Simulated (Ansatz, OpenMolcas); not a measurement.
**How methods differ on BH3O2 (SMILES OBO)**

The species is BH3O2 (6 atoms), meant as a singlet with charge 0. As SMILES, `OBO`. The coordinates come from a PBE0-D4/def2-TZVP relaxation. This is one conformer, not always the lowest.

Each level gives the HOMO–LUMO gap (eV). The values are calculated.

| level | kind | program | value (eV) | CPU time |
| --- | --- | --- | --- | --- |
| HF/def2-TZVP | Hartree–Fock | OpenMolcas | 16.54 | 14 s |
| PBE/def2-TZVP | GGA | OpenMolcas | 7.46 | 30 s |
| M06-L/def2-TZVP | meta-GGA | OpenMolcas | 8.20 | 39 s |
| TPSS/def2-TZVP | meta-GGA | OpenMolcas | 7.85 | 38 s |
| B3LYP/def2-TZVP | global hybrid | Ansatz | 9.45 | 2.8 s |
| BHLYP/def2-TZVP | global hybrid | Ansatz | 12.21 | 2.8 s |
| wB97X/def2-TZVP | range-separated hybrid | Ansatz | 14.69 | 7.9 s |
| PBE-QIDH/def2-TZVP | double hybrid | Ansatz | 14.13 | 3.7 s |

The values span 7.46 to 16.54 eV. Orbital gaps aren't excitation energies, and those of double hybrids come from the SCF part alone; they tend to grow with the share of exact exchange. CPU times are rough (shared hosts, several kinds of processor and program).

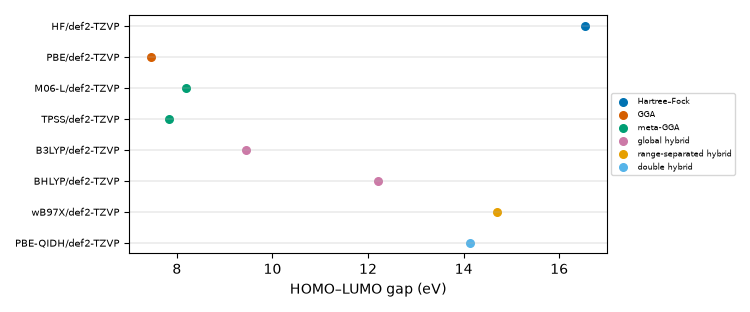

The values of the table, level by level.
